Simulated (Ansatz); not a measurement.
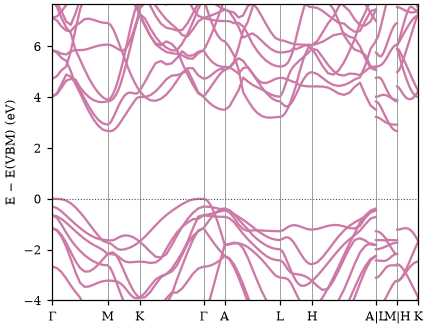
Fig. 1. Band structure from DFT-PBE in the program Ansatz with PAW potentials

Task: Read off the gap and where the band edges lie.

Result: About 2.7 eV (2.66 eV by a search for the band edges); maximum on the K–Γ line, 94 % of the way from K, minimum on the M–K line, 8 % of the way from M.

The material is BeS in space group P6_222 (No. 180; Be on 3d, S on 3c).

The cell is a constructed one: a structure type filled with these elements; neither database checked (COD, Materials Project) lists it. COD files the formula under space group No. 216, so this cell is another polymorph or a model. Whether it is the stable phase at ambient conditions was not checked. Symmetry was held in the PBE relaxation; its stability against distortions is not shown here.

Potentials: the later of the program's two PAW sets.
